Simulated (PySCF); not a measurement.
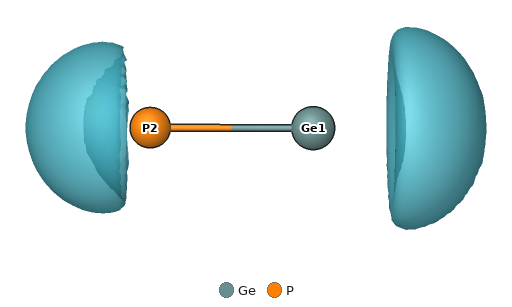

The picture shows: GeP (charge −1). Isosurface of the ELF at 0.85 (cyan), seen from one side. Only the valence region is drawn (cores and ρ < 0.01 e/Å³ removed).

Theory: PySCF, PBE0/def2-TZVPPD, non-relativistic Hamiltonian with scalar-relativistic core potentials where named, at a bond length of 2.066 Å.

```xyz
2

Ge    0.0000    0.0000   -0.6101
P     0.0000    0.0000    1.4559
```

Q: What do the ELF domains correspond to?

A: At this value the surface marks out one lobe on Ge, pointing away from the bonds (lone pairs) and one lobe on P, pointing away from the bonds (lone pairs). Along the contacts the grid gives the following. Ge–P (2.07 Å): the ELF peaks at about 0.80 in the valence shell of P, 0.9 Å from its nucleus, and is about 0.70 at the midpoint.
